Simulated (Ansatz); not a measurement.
## C₃H₁₂OSi₂: molecular dynamics (part 3 of 3)

C₃H₁₂OSi₂; RKS CAM-B3LYP-D4/6-31G (Ansatz 0.2.0). It belongs to a series of runs on one base structure; here: dynamics from the highest image of the converged band.

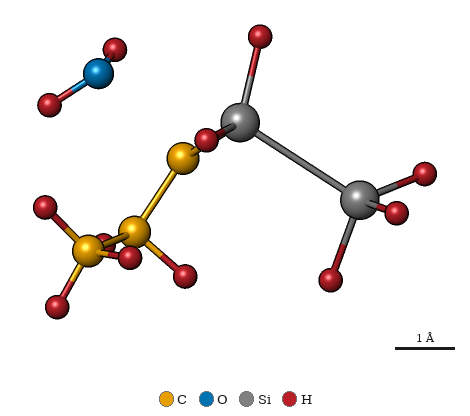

The geometry at step 105 of the log (ball-and-stick view, seen at a tilt).

**Trajectory as extended XYZ (Å, eV, eV/Å), 12 of the 193 frames kept, from step=0 to step=192**
```
18
Properties=species:S:1:pos:R:3:forces:R:3 step=0 time_fs=0.0 energy=-21098.46302 temperature=300.0
C    -1.6855   -1.2178   -0.1998    0.0011  -0.0088  -0.0007
C    -0.5725   -1.0904    0.8486    0.0055   0.0033  -0.0075
C     0.7532   -0.5105    0.4665   -0.0020  -0.0006   0.0003
O     1.5119   -1.9386   -0.8260    0.0230   0.0065   0.0356
Si    0.8471    0.9254   -0.7765    0.0039  -0.0026   0.0038
Si    0.3319    2.8284    0.5236   -0.0019  -0.0002  -0.0018
H    -1.3483   -1.8218   -1.0492   -0.0020   0.0018   0.0027
H    -2.5764   -1.6937    0.2223    0.0005  -0.0002  -0.0001
H    -1.9767   -0.2393   -0.5921   -0.0018   0.0059  -0.0004
H    -0.8926   -0.3929    1.6460    0.0022  -0.0003   0.0012
H    -0.4376   -2.0472    1.3740   -0.0005  -0.0004   0.0020
H     2.1308   -1.7553   -0.0784   -0.0267  -0.0052  -0.0332
H     1.0696   -2.8002   -0.7124   -0.0002   0.0011  -0.0016
H     2.2541    1.0559   -1.2690   -0.0002   0.0002  -0.0001
H    -0.0579    0.9291   -1.9838    0.0000  -0.0003  -0.0009
H    -1.0233    2.6787    1.1549   -0.0014  -0.0001  -0.0006
H     1.3282    3.0333    1.6240   -0.0002  -0.0004   0.0011
H     0.3064    4.0682   -0.3207    0.0007   0.0001   0.0003
18
Properties=species:S:1:pos:R:3:forces:R:3 step=17 time_fs=8.5 energy=-21098.10790 temperature=129.0
C    -1.6527   -1.2463   -0.2166   -1.1214   1.4506   0.3834
C    -0.5690   -1.1162    0.8660   -0.3453   1.0395   0.6921
C     0.7160   -0.4752    0.4756    0.6251  -0.6200   0.2240
O     1.4774   -1.9215   -0.8210   -0.2286  -0.3274  -0.7337
Si    0.8586    0.9435   -0.7606   -0.3424  -0.2468  -0.7814
Si    0.3328    2.8026    0.5109    0.2973   0.5357   0.1405
H    -1.3731   -1.8452   -1.0705    0.4274  -0.2226  -0.2697
H    -2.6133   -1.6310    0.1515    0.2325  -0.2473   0.2383
H    -1.9204   -0.2155   -0.5858    0.4245  -0.8991   0.0930
H    -0.8844   -0.3376    1.6529    0.0334  -0.7385  -0.7644
H    -0.4464   -2.0293    1.4906    0.0800   0.2573  -0.5255
H     2.0337   -1.7879   -0.0381    0.5017   0.0823   0.6040
H     1.1340   -2.8363   -0.8853   -0.0354   0.3059   0.0819
H     2.1993    1.3342   -1.3362    0.0513  -0.4820   0.3581
H    -0.0024    0.7564   -1.9867   -0.0833   0.2103   0.0196
H    -0.9855    2.6628    1.2021    0.0616   0.0390   0.2696
H     1.5303    3.0379    1.4045   -0.3876  -0.1804   0.2440
H     0.3162    4.0758   -0.2670   -0.1908   0.0435  -0.2737
18
Properties=species:S:1:pos:R:3:forces:R:3 step=35 time_fs=17.5 energy=-21098.14156 temperature=145.2
C    -1.6465   -1.2562   -0.2198    0.5082   0.7155  -0.0070
C    -0.5755   -1.1009    0.8769   -0.4991   0.5648   0.1012
C     0.7168   -0.4726    0.4939    0.5332   0.0031   0.0616
O     1.4533   -1.9032   -0.8217   -0.1802  -0.1388  -0.9022
Si    0.8603    0.9542   -0.7611   -0.5873  -0.9220  -0.3785
Si    0.3374    2.7901    0.5002   -0.4405   1.1637   0.1604
H    -1.2474   -1.8765   -1.0125   -0.0414  -0.4222  -0.3050
H    -2.5558   -1.7070    0.1936   -0.0821   0.2924  -0.3023
H    -1.7897   -0.2497   -0.6897   -0.5033  -0.8323   0.4630
H    -1.0155   -0.3689    1.6079    0.5169  -0.4811  -0.0413
H    -0.3903   -2.0487    1.4174   -0.2624   0.3085  -0.0404
H     1.9459   -1.8238    0.0073    0.6186   0.0973   0.7721
H     1.1317   -2.8044   -1.0011   -0.1462   0.0564   0.0766
H     2.2325    1.3170   -1.2065    0.2361  -0.3172  -0.0194
H     0.0057    0.7190   -1.9860    0.0945   0.2803  -0.0051
H    -0.8758    2.6720    1.3990    0.1683  -0.0033  -0.1977
H     1.5426    2.9527    1.3625    0.0568   0.1590   0.2077
H     0.2039    4.0680   -0.3484    0.0099  -0.5240   0.3561
18
Properties=species:S:1:pos:R:3:forces:R:3 step=52 time_fs=26.0 energy=-21098.13225 temperature=140.8
C    -1.6129   -1.2698   -0.2250   -1.1069  -0.2197  -0.3061
C    -0.5980   -1.0614    0.8742    0.7063  -0.5989  -0.4409
C     0.7476   -0.4777    0.5135   -0.5543   0.1349  -0.0372
O     1.4451   -1.8853   -0.8272   -0.5630  -0.5156  -1.2028
Si    0.8527    0.9435   -0.7704    0.5009  -0.7907   0.2866
Si    0.3376    2.7986    0.4991    0.4778  -0.2615   1.0672
H    -1.2141   -1.9850   -0.9542   -0.0676   0.2606  -0.1495
H    -2.5628   -1.6909    0.1325    0.2104  -0.2370   0.2909
H    -1.9466   -0.3643   -0.7353    0.4918   0.2281  -0.1712
H    -0.9752   -0.4701    1.6920   -0.2612   0.8355   0.4383
H    -0.4396   -2.0257    1.3599    0.1290  -0.3263   0.1651
H     1.9025   -1.8372    0.0221    0.7229  -0.0341   0.9318
H     1.0322   -2.7551   -1.0299    0.1561   0.4730   0.2758
H     2.3300    1.0740   -1.0662   -0.3404   0.0840  -0.2422
H     0.0383    0.8525   -2.0216   -0.0123   0.0238  -0.1490
H    -0.7440    2.6665    1.5132   -0.4544  -0.1495  -0.1286
H     1.5246    2.9597    1.4197    0.0185   0.3114  -0.2998
H     0.0806    3.9517   -0.3507   -0.0535   0.7821  -0.3285
18
Properties=species:S:1:pos:R:3:forces:R:3 step=70 time_fs=35.0 energy=-21098.18631 temperature=167.0
C    -1.6267   -1.2882   -0.2453    0.5819  -0.8640   0.4632
C    -0.5957   -1.0429    0.8807    0.5809  -0.8898  -1.2964
C     0.7516   -0.4785    0.5301   -0.6365   0.1159  -0.3647
O     1.4458   -1.8686   -0.8381   -0.6817  -0.6060  -0.5947
Si    0.8525    0.9126   -0.7755    0.3777   0.0219   0.1015
Si    0.3427    2.8130    0.5171   -0.1543   0.7314  -0.1580
H    -1.2090   -1.9938   -0.9964   -0.1226   0.2237   0.4396
H    -2.5031   -1.7698    0.1960   -0.2607   0.1817  -0.2520
H    -1.8773   -0.4127   -0.8067   -0.4184   0.8057  -0.1628
H    -0.9122   -0.3798    1.6690   -0.6027   0.6053   0.4369
H    -0.4639   -2.0071    1.3669    0.0957  -0.2815   0.4673
H     1.9398   -1.8591   -0.0026    0.6131  -0.0025   0.5834
H     0.8894   -2.6765   -0.9349    0.3148   0.4175   0.0792
H     2.3070    0.8756   -1.0971    0.0830   0.3465  -0.2337
H     0.0927    1.0098   -2.0901   -0.0492  -0.2492   0.2823
H    -0.8089    2.5748    1.4801    0.1974  -0.0037  -0.2341
H     1.5457    3.1835    1.3382   -0.0951   0.0560   0.0064
H    -0.0327    4.0360   -0.3589    0.1767  -0.6088   0.4365
18
Properties=species:S:1:pos:R:3:forces:R:3 step=87 time_fs=43.5 energy=-21098.21356 temperature=180.1
C    -1.6379   -1.3049   -0.2491    0.9583  -0.9726   0.4457
C    -0.5792   -1.0612    0.8682   -1.2288   0.1456   0.3546
C     0.7239   -0.4729    0.5260    0.3661   0.1332  -0.4540
O     1.4479   -1.8603   -0.8441   -1.0204  -0.8358  -0.0449
Si    0.8644    0.8836   -0.7758    0.5315   0.8331   0.1520
Si    0.3493    2.8360    0.5347    0.3767  -0.4755  -0.3784
H    -1.2011   -1.9996   -0.9933   -0.4090   0.2467   0.0841
H    -2.5522   -1.7523    0.1474   -0.0030  -0.0163   0.0096
H    -1.8757   -0.3831   -0.7452   -0.1722   0.5366  -0.3675
H    -1.0067   -0.2489    1.5150    0.3159  -0.4216  -0.0048
H    -0.4709   -1.9422    1.5336   -0.1758   0.2266  -0.2545
H     2.0700   -1.8735   -0.0926    0.2069  -0.1285   0.1670
H     0.7853   -2.6074   -0.8037    0.9347   0.6763  -0.0258
H     2.2851    0.9034   -1.2609   -0.0259   0.0976   0.1555
H     0.0717    1.0026   -2.0444   -0.3393  -0.2079  -0.0283
H    -0.8338    2.4644    1.3645    0.0256   0.0256   0.4065
H     1.5148    3.4251    1.2665   -0.0493  -0.2670   0.3508
H    -0.1005    3.9780   -0.2675   -0.2921   0.4038  -0.5677
18
Properties=species:S:1:pos:R:3:forces:R:3 step=105 time_fs=52.5 energy=-21098.16508 temperature=156.7
C    -1.6252   -1.3324   -0.2377   -0.9929   0.2664  -0.7290
C    -0.6133   -1.0745    0.8562   -0.0195   1.2166   1.1931
C     0.7112   -0.4662    0.4993    0.2798  -0.7332   0.3794
O     1.4452   -1.8559   -0.8404   -0.8111  -0.8837   0.4654
Si    0.8866    0.8742   -0.7746   -0.4435   1.0594  -0.2136
Si    0.3592    2.8559    0.5405   -0.3851  -0.1608  -0.4633
H    -1.3142   -1.9879   -1.0602    0.3269  -0.0430   0.1641
H    -2.5835   -1.7274    0.1105    0.0934  -0.1982   0.3525
H    -1.8875   -0.3721   -0.7023    0.1436  -0.1292  -0.1291
H    -1.0302   -0.1943    1.4616    0.4189  -0.7959  -0.3753
H    -0.5489   -1.8704    1.6339    0.1075   0.0904  -0.6546
H     2.2255   -1.9349   -0.2570   -0.0368   0.0031  -0.0324
H     0.8145   -2.6154   -0.6812    0.7916   0.7152  -0.2866
H     2.2641    1.0072   -1.3558   -0.0554  -0.1609   0.1381
H    -0.1069    0.8583   -1.9380    0.2616   0.1345   0.0931
H    -0.7704    2.3965    1.4417    0.1637   0.1641   0.0096
H     1.4269    3.5087    1.3885   -0.0864  -0.2407  -0.1642
H    -0.2479    3.9428   -0.3513    0.2436  -0.3043   0.2531
18
Properties=species:S:1:pos:R:3:forces:R:3 step=122 time_fs=61.0 energy=-21098.11724 temperature=133.8
C    -1.6542   -1.3511   -0.2524   -0.1043   1.4075   0.2253
C    -0.6377   -1.0460    0.8624    0.7553  -0.1201  -0.4722
C     0.7209   -0.4951    0.4904    0.5111  -0.1661   0.4201
O     1.4381   -1.8566   -0.8221   -0.8082  -1.4498   0.4984
Si    0.8978    0.8905   -0.7747   -0.7487   0.4177   0.6762
Si    0.3616    2.8653    0.5357   -0.3749  -0.9580  -0.1284
H    -1.2690   -2.0098   -1.0226    0.1656  -0.4094  -0.0955
H    -2.5372   -1.7948    0.2204   -0.1934   0.1430  -0.4558
H    -1.8729   -0.3844   -0.7762   -0.3348  -0.8862   0.3900
H    -1.0116   -0.2197    1.5006   -0.0535  -0.2698  -0.0078
H    -0.5431   -1.9325    1.5132    0.0444   0.2058   0.0722
H     2.3430   -1.9605   -0.4543   -0.3987   0.1394  -0.0106
H     0.8991   -2.6982   -0.6576    0.9010   1.2667  -0.3274
H     2.2535    1.0122   -1.3687    0.1545  -0.1138  -0.0810
H    -0.1662    0.8027   -1.8363    0.1622   0.3272  -0.4174
H    -0.6472    2.4169    1.5587   -0.2521  -0.0346  -0.1648
H     1.3634    3.4669    1.4489    0.4754   0.2460  -0.2343
H    -0.3132    3.8364   -0.3824    0.0991   0.2545   0.1131
18
Properties=species:S:1:pos:R:3:forces:R:3 step=140 time_fs=70.0 energy=-21098.18708 temperature=167.6
C    -1.6792   -1.3483   -0.2568   -0.5291   0.4520   0.1492
C    -0.6263   -1.0241    0.8429   -0.0221  -0.9551  -0.9277
C     0.7602   -0.5320    0.5026    0.0620   0.7496  -0.2909
O     1.4207   -1.8671   -0.7926   -0.4911  -1.2850   0.1422
Si    0.8922    0.9190   -0.7622   -0.1922  -0.1692  -0.0291
Si    0.3572    2.8541    0.5294    0.4645  -0.2817   0.2682
H    -1.2175   -2.0962   -0.8867   -0.0072  -0.1284  -0.7489
H    -2.5879   -1.8260    0.1459    0.2994   0.0560   0.3051
H    -2.0808   -0.5037   -0.8720    0.8627  -0.4118   0.4257
H    -1.0169   -0.3309    1.5628   -0.1839   0.9085   0.4913
H    -0.5098   -1.9343    1.4278   -0.0423  -0.4505   0.2654
H     2.3883   -1.8714   -0.6170   -0.5666  -0.0443   0.0921
H     1.0102   -2.7867   -0.7170    0.7464   1.3920  -0.0516
H     2.2741    0.9385   -1.3849   -0.1750   0.0852   0.2358
H    -0.0763    0.9557   -1.9414    0.1411   0.0299   0.0948
H    -0.6465    2.4384    1.5665   -0.0447   0.0085   0.0017
H     1.5058    3.5090    1.2873   -0.2534  -0.1918  -0.2856
H    -0.2990    3.8715   -0.3316   -0.0685   0.2362  -0.1374
18
Properties=species:S:1:pos:R:3:forces:R:3 step=157 time_fs=78.5 energy=-21098.11429 temperature=132.4
C    -1.6947   -1.3590   -0.2521    0.8138  -0.2946  -0.4409
C    -0.6207   -1.0414    0.8150    0.7087  -0.5168  -0.2864
C     0.7953   -0.5306    0.5016   -1.2159  -0.0337  -0.4723
O     1.3951   -1.8777   -0.7661    0.2713  -1.3801  -0.1166
Si    0.8793    0.9431   -0.7485   -0.0091  -0.2647  -0.3242
Si    0.3576    2.8370    0.5247   -0.3184   0.6641  -0.5229
H    -1.2869   -2.0928   -0.9713   -0.0210  -0.0244   0.2937
H    -2.5598   -1.8331    0.2226   -0.1279   0.2731  -0.0991
H    -1.9811   -0.5323   -0.9028   -0.2096   0.3881   0.3545
H    -0.9472   -0.3003    1.5414   -0.3789   0.4163   0.1904
H    -0.5292   -1.9570    1.4032    0.1309  -0.2051   0.2887
H     2.3695   -1.7517   -0.6688   -0.6546  -0.2248   0.0054
H     1.1306   -2.8587   -0.7430    0.4301   1.7983   0.1575
H     2.2725    0.9225   -1.2860    0.2819   0.2030   0.1070
H     0.0804    1.1265   -2.0244   -0.2200  -0.2782   0.0789
H    -0.6716    2.4700    1.5619    0.2715   0.0959   0.1279
H     1.5970    3.4886    1.0205    0.1270  -0.0242   0.5162
H    -0.2755    3.9772   -0.2942    0.1205  -0.5923   0.1421
18
Properties=species:S:1:pos:R:3:forces:R:3 step=175 time_fs=87.5 energy=-21098.17675 temperature=162.8
C    -1.6750   -1.3703   -0.2611    0.5982  -0.4940   0.5800
C    -0.5879   -1.0839    0.7966   -0.2632   0.1784   0.8250
C     0.7656   -0.5266    0.4727   -0.5042  -0.1296  -0.3860
O     1.3759   -1.8826   -0.7479    0.6536  -1.1096  -0.1154
Si    0.8684    0.9611   -0.7429    0.4878  -0.5562  -0.2373
Si    0.3590    2.8312    0.5136    0.7004   0.0022   0.6852
H    -1.3679   -2.1336   -1.0062   -0.1903   0.5199   0.3007
H    -2.5781   -1.6959    0.2577   -0.1171  -0.3213  -0.0790
H    -1.9198   -0.4349   -0.7164   -0.1814   0.5879  -0.9366
H    -0.9800   -0.2391    1.4315    0.1838  -0.6249  -0.0985
H    -0.4984   -1.9570    1.4778    0.0043   0.3001  -0.1666
H     2.3421   -1.6722   -0.6785   -0.7480  -0.4481  -0.0120
H     1.1770   -2.8692   -0.6309    0.3605   1.7309   0.0330
H     2.3475    1.0408   -1.0871   -0.2682   0.0625  -0.0941
H     0.1237    1.1194   -2.0496   -0.0473  -0.1905  -0.0407
H    -0.5521    2.5491    1.6622   -0.0371  -0.0522   0.1266
H     1.6640    3.4005    1.0197   -0.2360  -0.0136   0.1190
H    -0.2629    3.8777   -0.2864   -0.3957   0.5579  -0.5034
18
Properties=species:S:1:pos:R:3:forces:R:3 step=192 time_fs=96.0 energy=-21098.08521 temperature=118.6
C    -1.6498   -1.3565   -0.2486   -0.5141  -0.9243  -0.5409
C    -0.5653   -1.1224    0.8006   -1.3988   0.6624   1.1588
C     0.7123   -0.5261    0.4223    1.0589   0.3982  -0.0776
O     1.3707   -1.8780   -0.7445    0.5490  -1.5107   0.5408
Si    0.8665    0.9641   -0.7438   -0.0888  -0.7198  -0.0150
Si    0.3671    2.8343    0.5130   -0.5228   0.6875   0.4045
H    -1.4277   -2.1018   -1.0374    0.3046   0.1953   0.4079
H    -2.5976   -1.6751    0.1962   -0.0001  -0.0936   0.2093
H    -1.8686   -0.4337   -0.7725    0.0660   0.4090  -0.1879
H    -1.0220   -0.3029    1.4401    0.6364  -0.5162  -0.2209
H    -0.4437   -1.9452    1.5458   -0.1511   0.0369  -0.6540
H     2.3464   -1.7045   -0.6718   -0.8163  -0.1893   0.0033
H     1.1573   -2.8073   -0.3777    0.3598   1.7737  -0.6079
H     2.3280    1.1981   -0.9713    0.0981  -0.1718  -0.3605
H     0.1358    0.9852   -2.0757    0.1310   0.1116   0.0301
H    -0.4295    2.6080    1.7813   -0.2327  -0.0855  -0.3829
H     1.6403    3.3394    1.1214    0.0951   0.2739  -0.3027
H    -0.3459    3.8699   -0.3916    0.4255  -0.3371   0.5957
```

The run was set up as follows.

**The input**
```yaml
crystal:
  periodic: [false, false, false]
  atoms:
    - { symbol: C, position_ang: [-1.685473, -1.217765, -0.199817] }
    - { symbol: C, position_ang: [-0.572539, -1.090405, 0.848638] }
    - { symbol: C, position_ang: [0.753159, -0.510536, 0.466519] }
    - { symbol: O, position_ang: [1.511893, -1.938595, -0.826037] }
    - { symbol: Si, position_ang: [0.847127, 0.925436, -0.776495] }
    - { symbol: Si, position_ang: [0.331857, 2.828393, 0.523598] }
    - { symbol: H, position_ang: [-1.348339, -1.821794, -1.049221] }
    - { symbol: H, position_ang: [-2.576354, -1.693718, 0.222282] }
    - { symbol: H, position_ang: [-1.976703, -0.239346, -0.592078] }
    - { symbol: H, position_ang: [-0.892561, -0.39287, 1.64595] }
    - { symbol: H, position_ang: [-0.437636, -2.047212, 1.373992] }
    - { symbol: H, position_ang: [2.130794, -1.755272, -0.078353] }
    - { symbol: H, position_ang: [1.069575, -2.800211, -0.712436] }
    - { symbol: H, position_ang: [2.254101, 1.05586, -1.269017] }
    - { symbol: H, position_ang: [-0.057857, 0.9291, -1.9838] }
    - { symbol: H, position_ang: [-1.0233, 2.678718, 1.154882] }
    - { symbol: H, position_ang: [1.328211, 3.033278, 1.624019] }
    - { symbol: H, position_ang: [0.306449, 4.068239, -0.320724] }
basis:
  gaussian: { orbitals: "6-31G" }
hamiltonian:
  xc: cam_b3lyp
  dispersion: d4
md:
  timestep: 0.5
  n_steps: 192
  ensemble: nve
  temperature: 300.0
  initial_velocities: maxwell_boltzmann
  seed: 7308
```

Launch command:
```bash
ansatz run input.yaml --threads 2 --pin off --max-ram 3072MiB --backend cpu --events-out ev --progress --plain --runs-dir out
```

**Key numbers**

```json
{"quantity": "outcome", "value": "finished"}
{"quantity": "mean temperature over the second half", "value": "152 K"}
{"quantity": "trajectory", "value": "192 steps, 96 fs"}
{"quantity": "ensemble", "value": "nve"}
{"quantity": "temperature in the input", "value": "300.0 K"}
{"quantity": "time step", "value": "0.5 fs"}
{"quantity": "potential energy (last step)", "value": "−21098.0854 eV"}
{"quantity": "mean-field energy (last step)", "value": "−21097.7115 eV"}
{"quantity": "largest force (length of the vector) (last step)", "value": "1.933 eV/Å"}
{"quantity": "hardware", "value": "2 threads of Intel Xeon (Sapphire Rapids), 16 GiB of memory available, shared host"}
{"quantity": "wall time", "value": "12 min (CPU time 23 min)"}
{"quantity": "peak memory", "value": "0.32 GiB"}
```

So short a trajectory is not equilibrated.
